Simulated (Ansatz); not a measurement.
The calculation's input:

```
crystal:
  periodic: [false, false, false]
  atoms:
    - {symbol: Ge, position_ang: [-0.337903, 0.242435, -0.231567]}
    - {symbol: Ge, position_ang: [0.141352, -0.814342, 2.223593]}
    - {symbol: H, position_ang: [0.983251, -0.102694, -1.124126]}
basis:
  gaussian: {orbitals: def2-TZVPD, initial_orbitals: start.molden}
total_charge: -1
magnetization: {spin_polarized: true, initial_magnetization: 4}
hamiltonian: {xc: pbe0, dispersion: d4}
output: {orbitals: {seedname: orbitals}}
```

Launched as:

```sh
ansatz run in.yaml --threads 4 --pin off --events-out ev --progress --plain --max-ram 3916MiB
```

Geometry: PBE-D4/def2-TZVPD; the highest occupied orbital lies above zero, a sign that basis and functional describe the outermost electron poorly.

Theory: UKS PBE0-D4/def2-TZVPD (Ansatz).

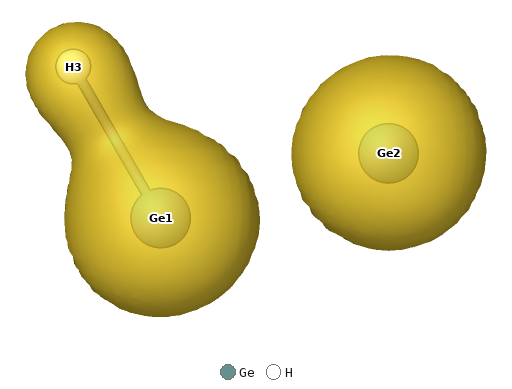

GeH···Ge (charge −1, quintet). Isosurface of the total electron density at 0.5 e/Å³ (yellow), seen at an oblique angle.

How is the density connected at this value?

At this value the surface falls into two separate pieces. It bridges the sampled Ge–H (1.63 Å) contacts, where the density stays above the isovalue. It is pinched off along the sampled Ge···Ge (2.72 Å) contacts. On the grid the lowest density along these lines, outside the cores, is 0.31 e/Å³ (Ge···Ge, 2.72 Å) and 0.73 e/Å³ (Ge–H, 1.63 Å).
